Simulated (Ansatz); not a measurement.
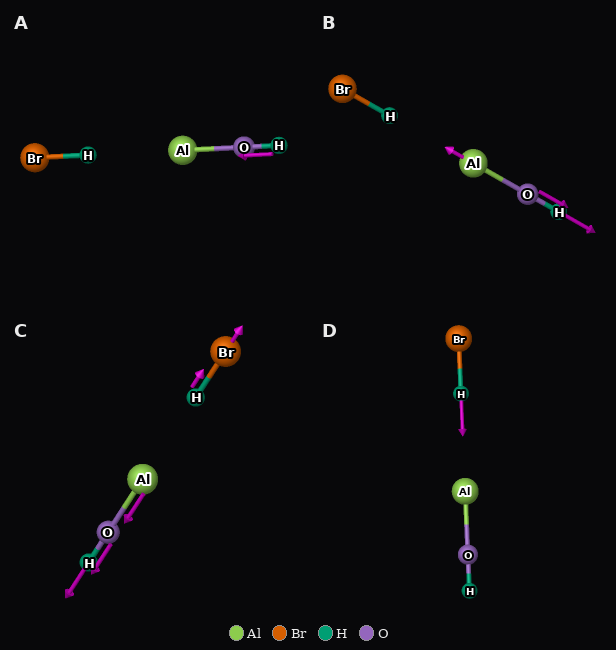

4 normal modes of one molecule or complex, as arrows. Harmonic vibrations computed with RKS PBE0-D4/def2-TZVP (Ansatz 0.2.0) at a stationary point of the same level.

Question: Match the panels to the wavenumbers 69 cm⁻¹, 873 cm⁻¹, 2350 cm⁻¹, 4031 cm⁻¹.

Answer: A: 4031 cm⁻¹, O–H stretching
B: 873 cm⁻¹, Al–O stretching
C: 69 cm⁻¹, bending of the linear chain
D: 2350 cm⁻¹, Br–H stretching
